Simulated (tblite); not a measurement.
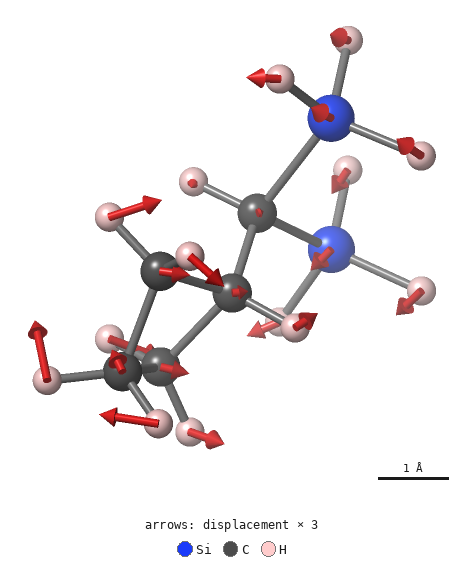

A relaxation of C5H14Si2. The starting structure is drawn; red arrows show the displacements, magnified 3 times. The two geometries are superimposed by the best rigid fit.

A ball-and-stick model, seen from a free direction.

Level of theory: GFN2-xTB geometry optimisation, gas phase (tblite 0.8.0). 

Which element moves most?

Hydrogen: up to 0.37 Å, against 0.16 Å for silicon.

What happened in the run?

The largest move after the best rigid fit is that of an H atom, 0.37 Å. By element the largest moves are H 0.37 Å, Si 0.16 Å, C 0.15 Å. Among the contacts that change: H–Si 1.490 → 1.465 Å, C–Si 1.885 → 1.906 Å, C–H 1.113 → 1.093 Å, C–C 1.559 → 1.541 Å. Bond angles that change, for instance: Si–C–Si 101.6° → 112.5°, Si–C–C 114.7° → 111.1°, C–C–H 112.4° → 109.6°. After 69 geometry steps the energy has fallen by 25.0 kJ/mol. The run took 1.9 s on 1 thread of Intel(R) Xeon(R) Processor @ 2.50GHz, with other jobs on the host.
